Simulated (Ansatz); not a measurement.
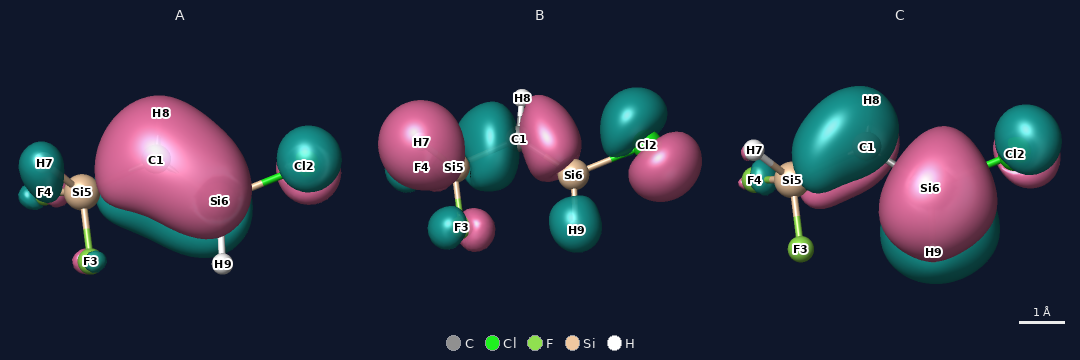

CH₃ClF₂Si₂ (SMILES F[SiH](F)/C=[SiH]\Cl). Three frontier orbitals at ±0.08 Å⁻³ᐟ² (teal and pink are the two phases), in no order.

Geometry: B3LYP/6-31G*.

These are results of isolated molecule in a Gaussian basis; Kohn-Sham density functional theory, functional PBE0 (Ansatz 0.2.0), not measurements.

Input

```
crystal:
  periodic: [false, false, false]
  atoms:
    - {symbol: C, position_ang: [-1.158553, -0.679625, 0.907760]}
    - {symbol: Cl, position_ang: [1.306517, 0.467650, 2.803591]}
    - {symbol: F, position_ang: [-0.596828, -1.479578, -1.692971]}
    - {symbol: F, position_ang: [-2.912466, -0.392752, -1.321246]}
    - {symbol: Si, position_ang: [-1.820574, -1.364468, -0.647480]}
    - {symbol: Si, position_ang: [0.492160, -0.282478, 1.074102]}
    - {symbol: H, position_ang: [-2.461400, -2.691233, -0.523673]}
    - {symbol: H, position_ang: [-1.828794, -0.521840, 1.751525]}
    - {symbol: H, position_ang: [1.537026, -0.436995, 0.051091]}
basis:
  gaussian: {orbitals: def2-SVPD}
hamiltonian: {xc: pbe0}
output: {forces: true, orbitals: {seedname: orbitals}}
```

Command:

```sh
ansatz run input.yaml --threads 2 --pin off --max-ram 4350MiB --events-out events.jsonl --progress --plain --runs-dir runs
```

Which picture is the HOMO−1, the HOMO and the LUMO?

Answer. B is the HOMO−1 (−9.47 eV). It lies mainly on C1 (about 20 %), Cl2 (about 20 %), Si5 (about 15 %), H7 (about 15 %), Si6 (about 10 %) and F4 (about 5 %). A is the HOMO (−7.51 eV). By Hirshfeld shares it lies mainly on C1 (about 45 %), Si6 (about 30 %) and Cl2 (about 5 %); π-bonding across C1–Si6. C is the LUMO (−1.98 eV). It lies mainly on Si6 (about 55 %), C1 (about 20 %), Cl2 (about 10 %), Si5 (about 5 %) and H9 (about 5 %).

What is the HOMO–LUMO gap?

Answer. 5.53 eV between the orbital energies.
